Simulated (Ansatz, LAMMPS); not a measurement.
# Relaxing a frame of liquid acetonitrile from 293 K (102 atoms), part 2 of 3

Aim: bring a frame of liquid acetonitrile from 293 K (102 atoms) to a nearby minimum of the energy and see what moves.

Ansatz 0.2.0; Kohn-Sham DFT, r2SCAN+D3(BJ), PAW (set soft_2), plane waves.

The cell: 34 C, 17 N and 51 H. The network of contacts between molecules at the start is that of the classical potential that made the cell. The density was typed from a rule of thumb and may lie off the real one at this temperature. Only the Γ point is sampled, in a cell whose shortest periodic width is 11 Å.

So far. Step 3 (Single point at the start): Neighbours are counted within 1.34 Å (H-C), 1.85 Å (C-C), 1.62 Å (C-N).

## (4) Relaxation

With the cell held, the atoms are moved downhill towards a nearby minimum.

Input file input.yaml:

```yaml
crystal:
  lattice:
    - [11.38169, 0.0, 0.0]
    - [0.0, 11.38169, 0.0]
    - [0.0, 0.0, 11.38169]
  atoms:
    [... the 102 atom lines of step 3 ...]
kpoints:
  mp_grid: { grid: [1, 1, 1] }
hamiltonian:
  xc: r2scan
  dispersion: d3bj
scf:
  occupations: { method: fixed }
output:
  forces: true
relax:
  f_tol: 0.05
  max_steps: 200
```

The run is started by

```console
ansatz run input.yaml --threads 4 --pin off --max-ram 8192MiB --backend cpu --events-out ev --progress --plain --runs-dir out
```

Numbers of over 12 decimals in the logs are rounded to 6 here.

The log of the run:

```text
[...]
Crystal: 102 atoms, lattice volume = 1474.417 Å³
Basis set: ecut = 500 eV, 37529 PW (Γ), exchange–correlation on 360×360×360 points (64 copies of the dense FFT grid, shifted against one another)
Bands: 238, of which v1, the nominal top of the filled ones, is band 136 counted from 1 (135 counted from 0)
Symmetry: 1 space group operations
[...]
k-points: 1
[...]
SCF iter   1: F=—  HF=-15910.219016 eV  |F-HF|=—  |Δ(HF+E_count)|=         —  Δρ=6.75e-3  dr2=7.24e-1  dr2_τ=1.06e1  ethr=1.77e-3  ⟨swp⟩=6.0  Hψ=734  notcnv=0  defer=98
[...]
SCF iter   3: F=—  HF=-15908.952955 eV  |F-HF|=—  |Δ(HF+E_count)|=   2.71e-2  Δρ=1.78e-3  dr2=4.01e-2  dr2_τ=4.63e-3  ethr=6.39e-5  ⟨swp⟩=3.0  Hψ=278  notcnv=0  defer=36
automatic band count: iteration 3 solves 174 bands in place of 238: the levels show a gap, and the empty bands left out lie too high to hold charge; the band table lists the bands solved (type scf.n_extra_bands for more)
SCF iter   4: F=—  HF=-15908.955596 eV  |F-HF|=—  |Δ(HF+E_count)|=   2.64e-3  Δρ=7.90e-4  dr2=8.75e-3  dr2_τ=3.44e-4  ethr=1.48e-5  ⟨swp⟩=4.0  Hψ=302  notcnv=0  defer=36
[...]
SCF iter   8: F=-15908.960015 eV  HF=-15908.960013 eV  |F-HF|=2.52e-6  |Δ(HF+E_count)|=   5.98e-5  Δρ=2.26e-5  dr2=9.64e-6  dr2_τ=1.19e-6  ethr=7.20e-9  ⟨swp⟩=4.0  Hψ=500  notcnv=0
SCF 1 converged in 8 iterations: F = -15908.960015 eV  dr2 = 9.64e-6
[...]
relax step   1: F+E_penalty+E_count = -15908.96001521 eV  Δ(F+E_penalty+E_count) = +0.000e0 eV  max|allowed force component| = 3.885e0 eV/Å  Δτ_max = 0.0000 Å  (8 SCF iters, dr2 threshold 6.25e-5 eV, accepted)
[... from here on, the SCF cycles and remarks between the steps are left out ...]
relax step   2: F+E_penalty+E_count = -15911.52540581 eV  Δ(F+E_penalty+E_count) = -2.565e0 eV  max|allowed force component| = 9.084e-1 eV/Å  Δτ_max = 0.1980 Å  (7 SCF iters, dr2 threshold 1.00e-4 eV, accepted)
relax step   3: F+E_penalty+E_count = -15912.07660606 eV  Δ(F+E_penalty+E_count) = -5.512e-1 eV  max|allowed force component| = 4.124e-1 eV/Å  Δτ_max = 0.1953 Å  (7 SCF iters, dr2 threshold 5.16e-5 eV, accepted)
relax step   4: F+E_penalty+E_count = -15912.27372248 eV  Δ(F+E_penalty+E_count) = -1.971e-1 eV  max|allowed force component| = 5.084e-1 eV/Å  Δτ_max = 0.1948 Å  (8 SCF iters, dr2 threshold 1.06e-5 eV, accepted)
relax step   5: F+E_penalty+E_count = -15912.41483081 eV  Δ(F+E_penalty+E_count) = -1.411e-1 eV  max|allowed force component| = 6.191e-1 eV/Å  Δτ_max = 0.1950 Å  (7 SCF iters, dr2 threshold 5.33e-5 eV, accepted)
relax step   6: F+E_penalty+E_count = -15912.49676139 eV  Δ(F+E_penalty+E_count) = -8.193e-2 eV  max|allowed force component| = 5.922e-1 eV/Å  Δτ_max = 0.1990 Å  (7 SCF iters, dr2 threshold 1.00e-4 eV, accepted)
relax step   7: F+E_penalty+E_count = -15912.56928723 eV  Δ(F+E_penalty+E_count) = -7.253e-2 eV  max|allowed force component| = 6.803e-1 eV/Å  Δτ_max = 0.1944 Å  (7 SCF iters, dr2 threshold 1.00e-4 eV, accepted)
relax step   8: F+E_penalty+E_count = -15912.63023760 eV  Δ(F+E_penalty+E_count) = -6.095e-2 eV  max|allowed force component| = 8.869e-1 eV/Å  Δτ_max = 0.2000 Å  (7 SCF iters, dr2 threshold 1.00e-4 eV, accepted)
relax step   9: F+E_penalty+E_count = -15912.70179952 eV  Δ(F+E_penalty+E_count) = -7.156e-2 eV  max|allowed force component| = 1.306e-1 eV/Å  Δτ_max = 0.1808 Å  (7 SCF iters, dr2 threshold 1.00e-4 eV, accepted)
relax step  10: F+E_penalty+E_count = -15912.70066995 eV  Δ(F+E_penalty+E_count) = +1.130e-3 eV  max|allowed force component| = 5.982e-1 eV/Å  Δτ_max = 0.1952 Å  (11 SCF iters, rejected (line search))
relax step  11: F+E_penalty+E_count = -15912.71788345 eV  Δ(F+E_penalty+E_count) = -1.608e-2 eV  max|allowed force component| = 4.758e-2 eV/Å  Δτ_max = 0.0976 Å  (10 SCF iters, accepted)
relax step  12: F+E_penalty+E_count = -15912.73074614 eV  Δ(F+E_penalty+E_count) = -1.286e-2 eV  max|allowed force component| = 1.670e-1 eV/Å  Δτ_max = 0.0982 Å  (9 SCF iters, accepted)
relax step  13: F+E_penalty+E_count = -15912.73638891 eV  Δ(F+E_penalty+E_count) = -5.643e-3 eV  max|allowed force component| = 4.789e-1 eV/Å  Δτ_max = 0.1499 Å  (8 SCF iters, dr2 threshold 3.70e-6 eV, accepted)
relax step  14: F+E_penalty+E_count = -15912.74880732 eV  Δ(F+E_penalty+E_count) = -1.242e-2 eV  max|allowed force component| = 3.648e-1 eV/Å  Δτ_max = 0.1374 Å  (5 SCF iters, dr2 threshold 1.00e-4 eV, accepted)
relax step  15: F+E_penalty+E_count = -15912.76697615 eV  Δ(F+E_penalty+E_count) = -1.817e-2 eV  max|allowed force component| = 1.299e-2 eV/Å  Δτ_max = 0.1088 Å  (6 SCF iters, dr2 threshold 7.72e-5 eV, accepted)
relax step  16: F+E_penalty+E_count = -15912.76698331 eV  Δ(F+E_penalty+E_count) = -7.157e-6 eV  max|allowed force component| = 1.295e-2 eV/Å  Δτ_max = 0.0000 Å  (5 SCF iters, accepted)
relax step  17: F+E_penalty+E_count = -15912.77522317 eV  Δ(F+E_penalty+E_count) = -8.240e-3 eV  max|allowed force component| = 2.746e-1 eV/Å  Δτ_max = 0.1958 Å  (10 SCF iters, accepted)
relax step  18: F+E_penalty+E_count = -15912.78219704 eV  Δ(F+E_penalty+E_count) = -6.974e-3 eV  max|allowed force component| = 2.562e-1 eV/Å  Δτ_max = 0.1004 Å  (6 SCF iters, dr2 threshold 7.49e-5 eV, accepted)
relax step  19: F+E_penalty+E_count = -15912.79392810 eV  Δ(F+E_penalty+E_count) = -1.173e-2 eV  max|allowed force component| = 2.468e-1 eV/Å  Δτ_max = 0.1954 Å  (7 SCF iters, dr2 threshold 5.71e-5 eV, accepted)
relax step  20: F+E_penalty+E_count = -15912.80225183 eV  Δ(F+E_penalty+E_count) = -8.324e-3 eV  max|allowed force component| = 3.000e-1 eV/Å  Δτ_max = 0.1949 Å  (6 SCF iters, dr2 threshold 5.30e-5 eV, accepted)
relax step  21: F+E_penalty+E_count = -15912.80630505 eV  Δ(F+E_penalty+E_count) = -4.053e-3 eV  max|allowed force component| = 3.797e-1 eV/Å  Δτ_max = 0.1897 Å  (5 SCF iters, dr2 threshold 8.35e-5 eV, accepted)
relax step  22: F+E_penalty+E_count = -15912.82588569 eV  Δ(F+E_penalty+E_count) = -1.958e-2 eV  max|allowed force component| = 1.166e-2 eV/Å  Δτ_max = 0.0989 Å  (6 SCF iters, dr2 threshold 1.00e-4 eV, accepted)
relax step  23: F+E_penalty+E_count = -15912.82589493 eV  Δ(F+E_penalty+E_count) = -9.238e-6 eV  max|allowed force component| = 1.272e-2 eV/Å  Δτ_max = 0.0000 Å  (5 SCF iters, accepted)
relax step  24: F+E_penalty+E_count = -15912.83584351 eV  Δ(F+E_penalty+E_count) = -9.949e-3 eV  max|allowed force component| = 1.747e-1 eV/Å  Δτ_max = 0.1424 Å  (10 SCF iters, accepted)
relax step  25: F+E_penalty+E_count = -15912.84312417 eV  Δ(F+E_penalty+E_count) = -7.281e-3 eV  max|allowed force component| = 4.832e-1 eV/Å  Δτ_max = 0.1954 Å  (7 SCF iters, dr2 threshold 3.05e-5 eV, accepted)
relax step  26: F+E_penalty+E_count = -15912.85123945 eV  Δ(F+E_penalty+E_count) = -8.115e-3 eV  max|allowed force component| = 3.594e-1 eV/Å  Δτ_max = 0.0700 Å  (6 SCF iters, dr2 threshold 1.00e-4 eV, accepted)
relax step  27: F+E_penalty+E_count = -15912.86867305 eV  Δ(F+E_penalty+E_count) = -1.743e-2 eV  max|allowed force component| = 1.568e-1 eV/Å  Δτ_max = 0.1934 Å  (7 SCF iters, dr2 threshold 7.15e-5 eV, accepted)
relax step  28: F+E_penalty+E_count = -15912.88203295 eV  Δ(F+E_penalty+E_count) = -1.336e-2 eV  max|allowed force component| = 2.288e-1 eV/Å  Δτ_max = 0.1988 Å  (8 SCF iters, dr2 threshold 4.68e-6 eV, accepted)
relax step  29: F+E_penalty+E_count = -15912.88709045 eV  Δ(F+E_penalty+E_count) = -5.057e-3 eV  max|allowed force component| = 3.883e-1 eV/Å  Δτ_max = 0.1913 Å  (8 SCF iters, dr2 threshold 9.96e-6 eV, accepted)
relax step  30: F+E_penalty+E_count = -15912.89471741 eV  Δ(F+E_penalty+E_count) = -7.627e-3 eV  max|allowed force component| = 2.701e-1 eV/Å  Δτ_max = 0.0815 Å  (5 SCF iters, dr2 threshold 1.00e-4 eV, accepted)
relax step  31: F+E_penalty+E_count = -15912.90443873 eV  Δ(F+E_penalty+E_count) = -9.721e-3 eV  max|allowed force component| = 3.462e-2 eV/Å  Δτ_max = 0.0891 Å  (6 SCF iters, dr2 threshold 3.53e-5 eV, accepted)
relax step  32: F+E_penalty+E_count = -15912.90444239 eV  Δ(F+E_penalty+E_count) = -3.660e-6 eV  max|allowed force component| = 3.428e-2 eV/Å  Δτ_max = 0.0000 Å  (5 SCF iters, accepted)
[...]
SCF iter   2: F=-15912.904442 eV  HF=-15912.904442 eV  |F-HF|=7.44e-9  |Δ(HF+E_count)|=   1.06e-8  Δρ=5.28e-7  dr2=6.75e-9  dr2_τ=1.21e-9  ethr=7.01e-12  ⟨swp⟩=3.0  Hψ=513  notcnv=0
SCF 33 converged in 2 iterations: F = -15912.904442 eV  dr2 = 6.75e-9
SCF converged after 2 iterations
Free energy (F): -15912.904442 eV
[...]
Internal energy: -15912.904442 eV  (E = F + TS)
E sigma→0 (E₀):  -15912.904442 eV
Fermi energy:    -4.265675 eV
[...]
--- Forces (eV/Å), atoms counted from 1 ---
  atom   1  C      0.00326119    -0.00125161     0.00151592
  atom   2  C     -0.00093744    -0.00064420    -0.00240543
  atom   3  N      0.00092647    -0.00007411     0.00130066
  atom   4  H      0.00014074     0.00053996     0.00137028
  atom   5  H     -0.00113693     0.00234424    -0.00124301
  atom   6  H     -0.00016109     0.00056225     0.00224359
  atom   7  C     -0.00583881    -0.00363465    -0.00456529
  atom   8  C     -0.00968767     0.03426382     0.02307891
  atom   9  N      0.00851508    -0.01255190    -0.00114587
  atom  10  H      0.02543294    -0.01547153    -0.00113936
  atom  11  H     -0.00907667     0.01620041    -0.01539581
  atom  12  H      0.00475522    -0.01768083     0.00322399
  atom  13  C     -0.00115207    -0.00077801    -0.00124619
  atom  14  C     -0.00072078     0.00324617     0.00143132
[...]
atom 101  H     -0.00136434    -0.00017639    -0.00017422
  atom 102  H      0.00151286    -0.00130896    -0.00100071
  max |Σ_I F_I| component: 5.99e-5 eV/Å
--- Relaxed structure (32 steps of the walk, 31 accepted, 0 SCFs on fresh bases) ---
  F+E_penalty+E_count = -15912.90444239 eV   max|allowed force component| = 3.428e-2 eV/Å
  atoms:
    - { symbol: C, position: [0.831850, 0.520449, 0.310235] }
    - { symbol: C, position: [0.778532, 0.530373, 0.195445] }
    - { symbol: N, position: [0.736657, 0.537698, 0.103401] }
    - { symbol: H, position: [0.886264, 0.441654, 0.314199] }
[...]
- { symbol: H, position: [0.278111, 0.852749, 0.390090] }
```

It took 11 min on 4 threads of Intel Xeon Platinum 8488C (Sapphire Rapids), shared host; peak memory 4 GiB; 41 min of CPU time.

Step by step (22 of 32):

```
step  energy less that of the first step (eV)  largest force component (eV/Å)
   1                                   0.0000                          3.8850
   2                                  -2.5654                          0.9084
   4                                  -3.3137                          0.5084
   5                                  -3.4548                          0.6191
   7                                  -3.6093                          0.6803
   8                                  -3.6702                          0.8869
  10                                  -3.7407                          0.5982
  11                                  -3.7579                          0.0476
  13                                  -3.7764                          0.4789
  14                                  -3.7888                          0.3648
  16                                  -3.8070                          0.0129
  17                                  -3.8152                          0.2746
  19                                  -3.8339                          0.2468
  20                                  -3.8422                          0.3000
  22                                  -3.8659                          0.0117
  23                                  -3.8659                          0.0127
  25                                  -3.8831                          0.4832
  26                                  -3.8912                          0.3594
  28                                  -3.9220                          0.2288
  29                                  -3.9271                          0.3883
  31                                  -3.9444                          0.0346
  32                                  -3.9444                          0.0343
```

Relaxation step 10 was tried and not accepted.

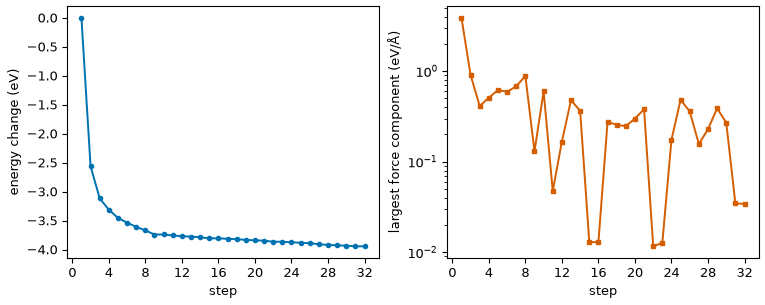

Energy and largest force along the relaxation.

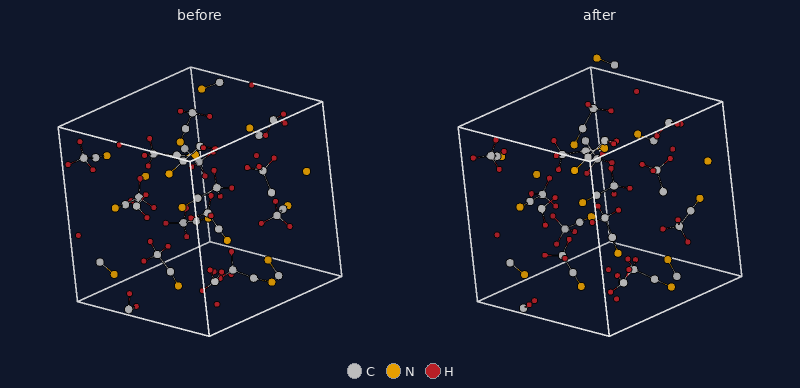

Before and after, at one scale. Bonds to atoms that aren't drawn are left out.

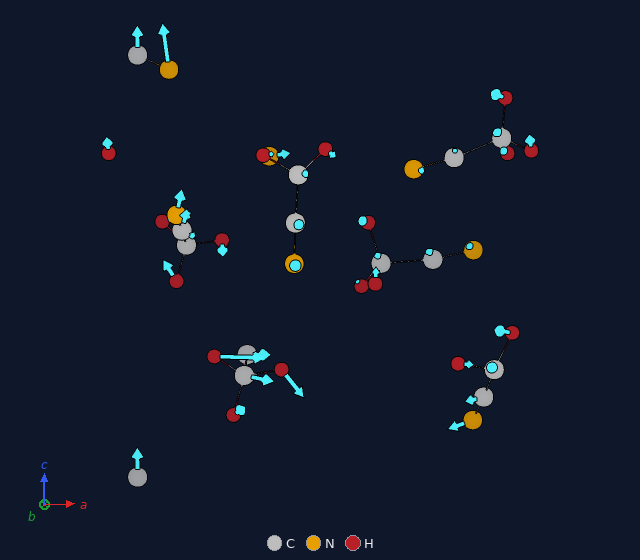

Displacements in the relaxation, scaled; the longest in the cell stands for 2.19 Å. Drawn is a slice 4 Å thick, seen along the normal of the ac plane. Bonds to atoms that aren't drawn are left out.

The atoms that moved most (Å):

```
atom      dx      dy      dz  length
 H16   2.011  -0.876   0.006   2.194
 N81  -0.286  -0.430   1.828   1.900
  H6  -0.358   1.525   0.363   1.608
 H12   0.570   1.335   0.368   1.497
 H17   0.861  -0.084  -1.087   1.389
H100  -0.210  -0.562  -1.201   1.342
 N51   0.058  -1.070  -0.585   1.220
  H4   1.011   0.472  -0.457   1.205
```

The relaxation changed the energy by -38.7 meV/atom, and atoms moved by 0.82 Å r.m.s., 2.2 Å at most.

## (5) Structure statistics after relaxation

Bonds before and after, by the cutoffs listed below:

```
pair  bonds before  bonds after  mean before (Å)  mean after (Å)  spread before (Å)  spread after (Å)
 H-C            51           51            1.090           1.090              0.032             0.001
 C-C            17           17            1.446           1.445              0.021             0.001
 C-N            17           17            1.163           1.154              0.011             0.001
```

Density 0.786 g/cm³, 14.46 Å³ an atom.

g(r), total and by pair (bins of 0.2 Å):

```
r (Å)  total   H-H    H-C   H-N   C-C    C-N   N-N
 1.00   4.97  0.00  14.95  0.00  0.00   0.00  0.00
 1.20   1.39  0.00   0.00  0.00  0.00  12.50  0.00
 1.40   0.94  0.00   0.00  0.00  8.50   0.00  0.00
 1.60   0.00  0.00   0.00  0.00  0.00   0.00  0.00
 1.80   1.82  7.30   0.00  0.00  0.00   0.00  0.00
 2.00   1.33  0.00   4.00  0.00  0.00   0.00  0.00
 2.20   0.00  0.00   0.00  0.00  0.00   0.00  0.00
 2.40   0.11  0.00   0.00  0.67  0.00   0.00  0.00
 2.60   0.64  0.13   0.00  1.93  0.00   2.58  0.00
 2.80   0.45  0.69   0.08  1.48  0.00   0.00  0.00
 3.00   0.54  0.70   0.41  1.35  0.00   0.00  0.00
 3.20   1.22  0.66   1.00  4.30  0.00   0.09  0.00
 3.40   0.99  0.77   1.17  0.59  0.61   2.16  0.00
 3.60   1.25  0.98   0.98  1.10  0.54   3.86  0.00
 3.80   1.05  0.68   1.17  0.65  1.47   1.48  1.94
 4.00   1.08  0.85   0.76  1.81  1.52   0.77  2.31
 4.20   1.07  1.06   1.10  1.19  1.50   0.40  1.16
 4.40   1.05  1.03   1.08  1.01  1.30   0.68  1.45
 4.60   1.05  1.07   1.23  0.86  1.38   0.53  0.77
 4.80   1.14  1.31   1.35  0.68  1.19   0.84  0.87
 5.00   1.06  0.91   1.19  0.40  1.86   0.97  1.79
 5.20   0.90  1.24   0.84  0.50  1.17   0.68  0.75
 5.40   1.08  1.29   1.27  0.76  0.86   0.62  1.67
 5.60   0.95  1.08   0.88  0.88  0.95   1.04  0.65
```

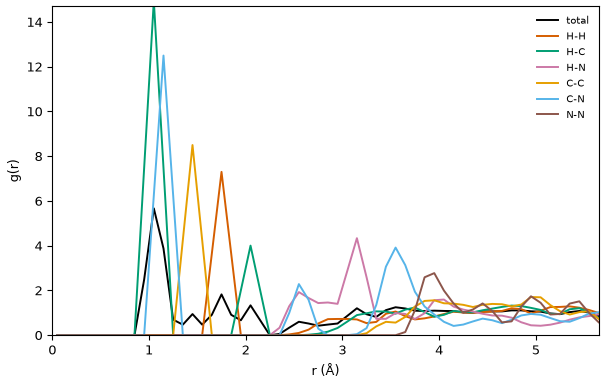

Pair distribution functions, lightly smoothed, with peaks cut at 14.

Bonds by pair of elements; cutoffs follow the first minimum of g(r), held within bounds set by covalent radii, and pairs that aren't listed don't count as bonded:

```
pair A-B  cutoff (Å)  bonds  mean length (Å)  spread (Å)  shortest (Å)  B about A  A about B
     H-C        1.34     51             1.09       0.001          1.09          1        1.5
     C-C        1.82     17             1.45       0.001          1.44          1          1
     C-N        1.62     17             1.15       0.001          1.15        0.5          1
```

How many atoms have how many bonded neighbours:

```
element  mean   1   2   4
      C     3   0  17  17
      H     1  51   0   0
      N     1  17   0   0
```

Bond angles, per cent of each kind in bins of 5°:

```
angle (°)  C-C-H  H-C-H  C-C-N
  105–110   72.5   88.2    0.0
  110–115   27.5   11.8    0.0
  115–120    0.0    0.0    0.0
  120–125    0.0    0.0    0.0
  125–130    0.0    0.0    0.0
  130–135    0.0    0.0    0.0
  135–140    0.0    0.0    0.0
  140–145    0.0    0.0    0.0
  145–150    0.0    0.0    0.0
  150–155    0.0    0.0    0.0
  155–160    0.0    0.0    0.0
  160–165    0.0    0.0    0.0
  165–170    0.0    0.0    0.0
  170–175    0.0    0.0    0.0
  175–180    0.0    0.0  100.0
```

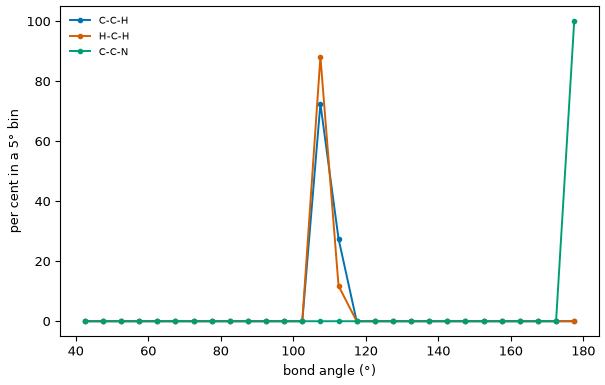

Distributions of the most common bond angles.

Bond angles (no mean is given where the spread exceeds 20°):

```
angle  count  mean (°)  spread (°)
C-C-H     51       110         0.5
H-C-H     51       109         0.6
C-C-N     17       180         0.2
```

Bond length by coordination (bonds to H left out):

```
element  coordination  atoms  mean bond length (Å)
      C             2     17                   1.3
      C             4     17                  1.45
```

With the cutoffs above, 50 % of C atoms have 2 and as many 4, all H atoms have 1 and all N atoms have 1 bonded neighbour. The C-C-H angle averages 110° with a spread of 0.5°.

[end of part 2 of 3]

[Logs are printed without paths, hosts, clocks, repeated set-up lines and the standing remarks that a program may print on its own settings, such as how far it seeks lower states.]

[Hosts, paths, dates, database ids (printed as entryN), source tags and the programs' standing remarks are cut or masked in the printed files.]
